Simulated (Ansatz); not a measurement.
**LaInO3 (Pnma): a many-body input that goes wrong, and its mend**

Aim: the G0W0 gap of LaInO3 (Pnma). The first input has a fault.

Program: Ansatz 0.2.0. Level of theory: G0W0 on r2SCAN, plane waves, PAW. Results are calculated unless marked as measured.

## Step 1: Starting point

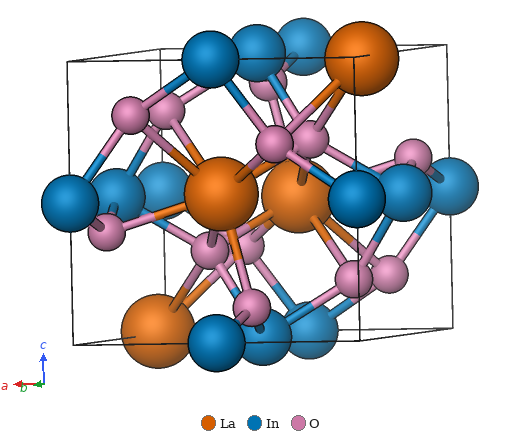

Start, viewed from a free direction; lanthanum orange, indium blue, oxygen pink. Some periodic images of atoms are drawn too.

Geometry: measured cell, ions relaxed with r2SCAN. The runs that relaxed it are not among those shown. Spin-orbit coupling is left out unless a step names it. The default PAW set here is soft_2. Its files were made with PBE.

## Step 2: First try

File input.yaml:

```yaml
crystal:
  lattice:
    - [5.9404, 0.0, 0.0]
    - [0.0, 8.2158, 0.0]
    - [0.0, 0.0, 5.7229]
  atoms:
    - { symbol: La, position: [0.9463878522, 0.25, 0.0153056097] }
    - { symbol: La, position: [0.5536121478, 0.75, 0.5153056097] }
    - { symbol: La, position: [0.4463878522, 0.25, 0.4846943903] }
    - { symbol: La, position: [0.0536121478, 0.75, 0.9846943903] }
    - { symbol: In, position: [0.0, 0.0, 0.5] }
    - { symbol: In, position: [0.5, 0.0, 0.0] }
    - { symbol: In, position: [0.5, 0.5, 0.0] }
    - { symbol: In, position: [0.0, 0.5, 0.5] }
    - { symbol: O, position: [0.0443817441, 0.25, 0.6126999622] }
    - { symbol: O, position: [0.4556182559, 0.75, 0.1126999622] }
    - { symbol: O, position: [0.5443817441, 0.25, 0.8873000378] }
    - { symbol: O, position: [0.9556182559, 0.75, 0.3873000378] }
    - { symbol: O, position: [0.1980525852, 0.0593550042, 0.1955759518] }
    - { symbol: O, position: [0.3019474148, 0.9406449958, 0.6955759518] }
    - { symbol: O, position: [0.6980525852, 0.4406449958, 0.3044240482] }
    - { symbol: O, position: [0.8019474148, 0.5593550042, 0.8044240482] }
    - { symbol: O, position: [0.8019474148, 0.9406449958, 0.8044240482] }
    - { symbol: O, position: [0.6980525852, 0.0593550042, 0.3044240482] }
    - { symbol: O, position: [0.3019474148, 0.5593550042, 0.6955759518] }
    - { symbol: O, position: [0.1980525852, 0.4406449958, 0.1955759518] }
kpoints:
  mp_grid: { grid: [2, 2, 2] }
hamiltonian:
  xc: r2scan
scf:
  occupations: { method: fixed }
gw:
  n_empty_bands: 453
  ecut_chi: 10
  qp_bands: [v4, c4]
  qp_kpoints: band_edges
  screening: { model: contour_deformation }
```

Run with:

```bash
$ ansatz run input.yaml --threads 24 --pin off --max-ram 82944MiB --backend cuda --events-out ev --progress --plain --runs-dir out --devices 1 --max-vram 78GiB
```

Numbers of over 12 decimals in the logs are rounded to 6 here.

What it wrote:

```text
GPUs: using 1 of 1 available (devices: 1).
Engine: ansatz 0.2.0, aarch64-unknown-linux-gnu
Pseudopotentials: kind: paw
Pseudopotential: La, paw, valence charge 11, recommended cutoff 500 eV (meta_gga), La.paw.azcp
Pseudopotential: In, paw, valence charge 13, recommended cutoff 500 eV (meta_gga), In.paw.azcp
Pseudopotential: O, paw, valence charge 6, recommended cutoff 500 eV (meta_gga), O.paw.azcp
Functional definition: r2SCAN
  parameter k0 = 0.174
  parameter k1 = 0.065
  parameter a1 = 4.9479
  exchange = r2scan_x(k0 = k0, k1 = k1, a1 = a1)
  correlation = r2scan_c
[...]
Crystal: 20 atoms, lattice volume = 279.307 Å³
Basis set: ecut = 500 eV, 7101 PW (Γ), exchange–correlation on 180×240×180 points (64 copies of the dense FFT grid, shifted against one another)
Bands: 104, of which v1, the nominal top of the filled ones, is band 84 counted from 1 (83 counted from 0)
Symmetry: 8 space group operations
Space group: Pnma (ITA 62), of the structure as read, at distance tolerance 6.5e-5 Å
k-points: 8
Non-local potential: La, projectors of the file, l = 0: 3, l = 1: 2, l = 2: 2, l = 3: 3
Non-local potential: In, projectors of the file, l = 0: 2, l = 1: 2, l = 2: 2, l = 3: 2
Non-local potential: O, projectors of the file, l = 0: 2, l = 1: 2, l = 2: 1
PAW form: soft (Blöchl's): semilocal exchange-correlation on the pseudo side does not see the compensation charge
PAW frozen core: La, regenerated for the run's functional (the file was generated under x = pbe(κ = 0.804, μ = 0.219515), c = pbe(β = 0.066725))
PAW frozen core: In, regenerated for the run's functional (the file was generated under x = pbe(κ = 0.804, μ = 0.219515), c = pbe(β = 0.066725))
PAW frozen core: O, regenerated for the run's functional (the file was generated under x = pbe(κ = 0.804, μ = 0.219515), c = pbe(β = 0.066725))
PAW one-centre angular grid: La, 974 points (default); XC on 160 Gauss nodes
PAW one-centre angular grid: In, 590 points (default); XC on 289 of its mesh's 2783 points in the sphere
PAW one-centre angular grid: O, 302 points (default); XC on 160 Gauss nodes
Initial density: superposition of atomic densities (neutral atoms: chi_scale 0, normalization atom), corrected by the library's trained network
Initial wavefunctions: pseudopotential atomic-orbital guess
[...]
Functional: x = r2scan, c = r2scan; τ floored in thin density (d = 2e-4 eV/Å³)
SCF iter   1: F=—  HF=-54353.308298 eV  |F-HF|=—  |Δ(HF+E_count)|=         —  Δρ=1.29e-2  dr2=5.35e-1  dr2_τ=7.56e-1  ethr=1.77e-3  ⟨swp⟩=4.8  Hψ=2949  notcnv=0  defer=127
preconditioner: auto → Resta (q_TF=auto, 2.507 Å⁻¹)  ε∞=4.7  [insulator: Δε(μ)=3.625 eV  Ē_g=14.650 eV  n_scr=74 (ndim 8)  ℏωp=28.1 eV  f_vac=0.000  ε∞_Penn≈4.7]
SCF iter   2: F=—  HF=-54353.710882 eV  |F-HF|=—  |Δ(HF+E_count)|=   4.03e-1  Δρ=6.14e-3  dr2=7.13e-2  dr2_τ=1.08e-2  ethr=3.18e-4  ⟨swp⟩=3.5  Hψ=1671  notcnv=0  defer=136
SCF iter   3: F=—  HF=-54353.699122 eV  |F-HF|=—  |Δ(HF+E_count)|=   1.18e-2  Δρ=1.87e-3  dr2=6.45e-3  dr2_τ=7.27e-4  ethr=4.24e-5  ⟨swp⟩=4.1  Hψ=1535  notcnv=0  defer=140
SCF iter   4: F=—  HF=-54353.698944 eV  |F-HF|=—  |Δ(HF+E_count)|=   1.78e-4  Δρ=5.36e-4  dr2=4.20e-4  dr2_τ=8.25e-5  ethr=3.84e-6  ⟨swp⟩=3.6  Hψ=1425  notcnv=0  defer=140
SCF iter   5: F=—  HF=-54353.699049 eV  |F-HF|=—  |Δ(HF+E_count)|=   1.05e-4  Δρ=2.50e-4  dr2=1.43e-4  dr2_τ=2.37e-5  ethr=2.50e-7  ⟨swp⟩=2.0  Hψ=1424  notcnv=0  defer=140
SCF iter   6: F=—  HF=-54353.699031 eV  |F-HF|=—  |Δ(HF+E_count)|=   1.75e-5  Δρ=5.31e-5  dr2=6.00e-6  dr2_τ=7.10e-7  ethr=8.53e-8  ⟨swp⟩=2.0  Hψ=1384  notcnv=0  defer=140
SCF iter   7: F=—  HF=-54353.699034 eV  |F-HF|=—  |Δ(HF+E_count)|=   2.78e-6  Δρ=2.23e-5  dr2=1.37e-6  dr2_τ=9.91e-8  ethr=3.57e-9  ⟨swp⟩=2.4  Hψ=1495  notcnv=0  defer=132
SCF iter   8: F=-54353.699034 eV  HF=-54353.699034 eV  |F-HF|=1.40e-8  |Δ(HF+E_count)|=   1.07e-7  Δρ=4.01e-6  dr2=4.40e-8  dr2_τ=1.31e-9  ethr=5.95e-11  ⟨swp⟩=11.0  Hψ=3922  notcnv=0
SCF 1 converged in 8 iterations: F = -54353.699034 eV  dr2 = 4.40e-8
[...]
SCF converged after 8 iterations
[...]
1    81      9.3878   -25.7647     3.7193   -20.9682  0.8425     8.2985     8.3106  root
     1    82      9.3878   -25.7647     3.7193   -20.9682  0.8425     8.2985     8.3106  root
     1    83      9.4567   -26.2490     3.6090   -21.5895  0.8453     8.3951     8.4062  root
     1    84      9.4567   -26.2490     3.6090   -21.5895  0.8453     8.3951     8.4062  root
     1    85     14.8950   -14.1274    -4.2125   -21.4003  0.8476    18.0811    17.9554  root ?
     1    86     14.8950   -14.1274    -4.2125   -21.4003  0.8476    18.0811    17.9554  root ?
     1    87     15.1966   -18.6395    -6.5391   -30.7935  0.8242    21.6188    20.8114  root ?
     1    88     15.1966   -18.6395    -6.5391   -30.7935  0.8242    21.6188    20.8114  root ?
     2    81      9.3953   -26.1304     3.6867   -21.3779  0.8433     8.3177     8.3295  root
     2    82      9.3953   -26.1304     3.6867   -21.3779  0.8433     8.3177     8.3295  root
     2    83      9.7064   -27.3509     3.4314   -23.0002  0.8500     8.7794     8.7872  root
     2    84      9.7064   -27.3509     3.4314   -23.0002  0.8500     8.7794     8.7872  root
     2    85     14.2441   -12.5926    -3.3088   -17.4712  0.8588    15.8343    15.8138  root
     2    86     14.2441   -12.5926    -3.3088   -17.4712  0.8588    15.8343    15.8138  root
     2    87     15.2003   -18.7679    -6.5506   -30.9427  0.8240    21.6390    20.8246  root ?
     2    88     15.2003   -18.7679    -6.5506   -30.9427  0.8240    21.6390    20.8246  root ?
     3    81      9.3773   -26.1298     3.6215   -21.4632  0.8443     8.3212     8.3322  root
     3    82      9.3773   -26.1298     3.6215   -21.4632  0.8443     8.3212     8.3322  root
     3    83      9.5907   -26.3759     3.6045   -21.7219  0.8462     8.5303     8.5412  root
     3    84      9.5907   -26.3759     3.6045   -21.7219  0.8462     8.5303     8.5412  root
     3    85     15.1125   -15.5266    -5.0134   -24.7111  0.8384    19.5631    19.2836  root ?
     3    86     15.1125   -15.5266    -5.0134   -24.7111  0.8384    19.5631    19.2836  root ?
     3    87     15.1894   -16.9402    -5.8139   -27.7353  0.8301    20.6847    20.1705  root ?
     3    88     15.1894   -16.9402    -5.8139   -27.7353  0.8301    20.6847    20.1705  root ?
[...]
4    85     14.8489   -13.9117    -4.1345   -20.9952  0.8485    17.9093    17.7979  root ?
     4    86     14.8489   -13.9117    -4.1345   -20.9952  0.8485    17.9093    17.7979  root ?
     4    87     15.1747   -18.0210    -6.2788   -29.6879  0.8260    21.2544    20.5629  root ?
     4    88     15.1747   -18.0210    -6.2788   -29.6879  0.8260    21.2544    20.5629  root ?
[...]
6    84      9.3825   -25.9006     3.6585   -21.1795  0.8435     8.3084     8.3201  root
[...]
6    88     15.1424   -16.0675    -5.2387   -25.7122  0.8354    19.8860    19.5485  root ?
     7    81      9.5253   -26.4278     3.6076   -21.7868  0.8455     8.4813     8.4920  root
     7    82      9.5253   -26.4278     3.6076   -21.7868  0.8455     8.4813     8.4920  root
     7    83      9.5253   -26.4278     3.6076   -21.7868  0.8455     8.4813     8.4920  root
     7    84      9.5253   -26.4278     3.6076   -21.7868  0.8455     8.4813     8.4920  root
     7    85     15.2342   -18.9714    -6.6373   -31.2932  0.8234    21.7725    20.9186  root ?
     7    86     15.2342   -18.9714    -6.6373   -31.2932  0.8234    21.7725    20.9186  root ?
     7    87     15.2342   -18.9714    -6.6373   -31.2932  0.8234    21.7725    20.9186  root ?
     7    88     15.2342   -18.9714    -6.6373   -31.2932  0.8234    21.7725    20.9186  root ?
```

Elapsed: 9.3 s, on 1 × NVIDIA GB200 (shared by 2 runs) with 24 threads of Arm Neoverse V2, shared host; peak memory 2.9 GiB.

In the SCF lines HF is the Harris–Foulkes energy and dr2 the Hartree energy of the density residual, in eV; the loop may stop once dr2 is under the threshold and the program's other checks hold. Hψ counts applications of the Hamiltonian.

Q: What is the fault?

The run ended normally, though the input holds a fault or crude settings.

The fault: screening cutoff of 10 eV. Nearly all local fields and short-range correlation are left out.

It printed a gap of 5.67 eV, which is an artefact of the settings.

## Step 3: A better input

G0W0 replaces the xc potential by the self-energy, built once from these orbitals. Only a window of levels is corrected, while the sums run over the empty bands that the input names.

input.yaml: that of step 2 with these lines changed.

```diff
@@ -33,4 +33,4 @@
 gw:
-  n_empty_bands: 453
-  ecut_chi: 10
+  n_empty_bands: 436
+  ecut_chi: 78
   qp_bands: [v4, c4]
```

What it wrote:

```text
GPUs: using 1 of 1 available (devices: 1).
[...]
Crystal: 20 atoms, lattice volume = 279.307 Å³
Basis set: ecut = 500 eV, 7101 PW (Γ), exchange–correlation on 180×240×180 points (64 copies of the dense FFT grid, shifted against one another)
Bands: 104, of which v1, the nominal top of the filled ones, is band 84 counted from 1 (83 counted from 0)
[... 1 set-up line as in the run before ...]
[...]
k-points: 8
[...]
SCF iter   1: F=—  HF=-54353.308298 eV  |F-HF|=—  |Δ(HF+E_count)|=         —  Δρ=1.29e-2  dr2=5.35e-1  dr2_τ=7.56e-1  ethr=1.77e-3  ⟨swp⟩=4.8  Hψ=2949  notcnv=0  defer=127
[...]
SCF iter   8: F=-54353.699034 eV  HF=-54353.699034 eV  |F-HF|=1.40e-8  |Δ(HF+E_count)|=   1.07e-7  Δρ=4.01e-6  dr2=4.40e-8  dr2_τ=1.31e-9  ethr=5.95e-11  ⟨swp⟩=11.0  Hψ=3922  notcnv=0
SCF 1 converged in 8 iterations: F = -54353.699034 eV  dr2 = 4.40e-8
[...]
2    88     15.2003   -18.7679    -8.3723   -30.9427  0.7565    19.4285    19.0029  root ?
[...]
3    85     15.1125   -15.5266    -6.3927   -24.7111  0.7854    18.0572    17.9043  root ?
     3    86     15.1125   -15.5266    -6.3927   -24.7111  0.7854    18.0572    17.9043  root ?
     3    87     15.1894   -16.9402    -7.4705   -27.7353  0.7693    18.8109    18.5140  root ?
     3    88     15.1894   -16.9402    -7.4705   -27.7353  0.7693    18.8109    18.5140  root ?
[...]
7    81      9.5253   -26.4278     4.5492   -21.7868  0.7711     9.4334     9.4336  root
     7    82      9.5253   -26.4278     4.5492   -21.7868  0.7711     9.4334     9.4336  root
     7    83      9.5253   -26.4278     4.5492   -21.7868  0.7711     9.4334     9.4336  root
     7    84      9.5253   -26.4278     4.5492   -21.7868  0.7711     9.4334     9.4336  root
     7    85     15.2342   -18.9714    -8.4784   -31.2932  0.7551    19.5193    19.0775  root ?
     7    86     15.2342   -18.9714    -8.4784   -31.2932  0.7551    19.5193    19.0775  root ?
     7    87     15.2342   -18.9714    -8.4784   -31.2932  0.7551    19.5193    19.0775  root ?
     7    88     15.2342   -18.9714    -8.4784   -31.2932  0.7551    19.5193    19.0775  root ?
[key lines of the parts left out:]
SCF converged after 8 iterations
```

The job ended after 8.3 s (1 × NVIDIA GB200 (shared by 2 runs) with 24 threads; peak memory 3 GiB; 27 s of CPU time).

This step gave:

* bands summed: 520
* RPA ε∞ on this mesh (eigenvalues): 4.153, 4.275, 4.377
* plane waves in the screening matrix: 431
* q-points in the mesh: 8
* G0W0 gap on the mesh: 4.442 eV
* k of the valence top: 0, 0, 0
* k of the conduction bottom: 0, 0, 0
* starting gap on the mesh: 3.554 eV
* Z at the valence top: 0.7779
* Z at the conduction bottom: 0.8282
* least direct G0W0 gap on the computed points: 4.442 eV

The gap on the mesh goes from 3.55 eV to 4.44 eV, a correction of +0.89 eV. Between the two edge states, bare exchange in place of the xc potential would open the gap by 8.58 eV, and correlation takes back 7.69 eV.

## Step 4: What came out

```json
{"first try": "converged after 9.3 s", "better run": "G0W0 gap on the mesh 4.44 eV (2×2×2 mesh, 436 empty bands, screening to 78 eV)"}
```

What this shows: The second run differs in: empty bands and screening cutoff (eV). Bands and cutoff are finite, so the gap is not at the basis limit. The miss can reach some tenths of an eV and take either sign; the mesh is an error of its own. The 2×2×2 mesh is coarse for this cell (its supercell is 11 Å along the shortest edge). The RPA ε∞ on it, from the r2SCAN start, is 4.15, 4.27 and 4.38; such meshes misread the long-range screening, most where the gap is narrow. Empty 4f levels lie among the conduction bands. Their place in the start is unsure; it enters the screening, and the edge itself where they lie low. The many-body steps are scalar-relativistic: spin-orbit coupling is not in them.

[Paths, hosts, dates, memory and timing lines, banners, echoed tables and standing remarks are left out of the program output.]

[Logs are printed without paths, hosts, clocks, repeated set-up lines and the standing remarks that a program may print on its own settings, such as how far it seeks lower states.]

[Runs of the session that timed out or met a known fault of the program may be left out.]

[Cells called generated may have been cut or substituted from an entry of the Crystallography Open Database or the Materials Project.]

[Hosts, paths, dates, database ids (printed as entryN), source tags and the programs' standing remarks are cut or masked in the printed files.]
